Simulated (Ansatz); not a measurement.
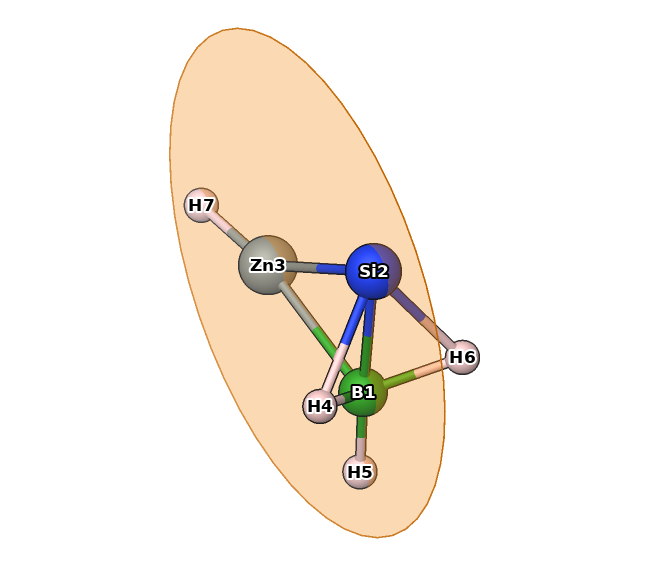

A disc through the centre of mass is drawn in. Atoms fade into the background with distance from the viewer. The species has charge +1 and is a spin singlet. The geometry was computed by an optimisation with PBE0-D4/def2-TZVP. No frequency run is at hand to confirm it as a minimum.

> Is the plane of the disc a mirror plane of the structure?

Yes. The reflection leaves B1, Si2, Zn3, H5, H7 in place and moves H4 ↔ H6. The point group is Cs.
